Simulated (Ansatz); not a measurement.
Electronic density of states of amorphous Zr$_{6}$Si$_{16}$O$_{44}$, density 2.84 g/cm³, on a 2×2×2 Γ-centred mesh with a Gaussian width of 0.1 eV; energies count from the Fermi level, whose place inside the gap is arbitrary. Cell and mesh are small, so fine structure isn't converged. Method: PBE, scalar-relativistic without spin-orbit coupling (plane waves to 420 eV, PAW; Ansatz, a first-principles code). Sampling: a 2×2×2 Γ-centred mesh; Fermi-Dirac width 0.02 eV; no spin polarisation. At PBE the levels at both edges of the gap are localised (band-tail or defect states), and the nearest spread-out levels lie 4.9 eV apart at the zone centre.

It comes from a melt-quench run on a machine-learned potential (CHGNet), relaxed afterwards by DFT. O atoms were pushed apart under 1.9 Å during the dynamics, to hinder bonds among them. The hot cell started wider than the set density and was brought back towards it in steps. It is the lowest in DFT energy of 8 quenches. It is a model cell: composition and starting density were chosen by hand, and all elements were melted together. No dispersion term was used. Its density started from a set value of 3.13 and ended at 2.84 g/cm³. The simulated quench (nominally 91 K/ps over its main leg) is rapid and tends to freeze in more defects than a deposited or slowly cooled glass has. One small periodic cell is one sample of the glass; other quenches scatter about these values. Volume and shape were free in the relaxation.

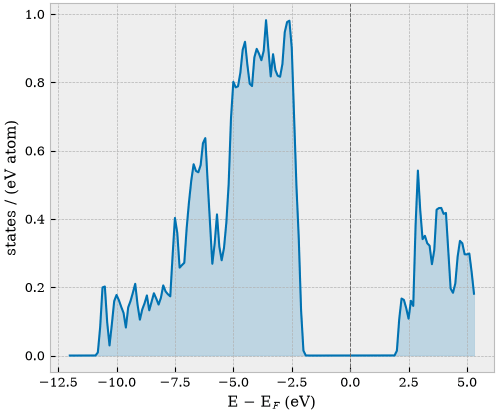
*Density of states per atom*

The gap between localised states on this mesh is 4.31 eV; the broadening fills part of it in the curve.
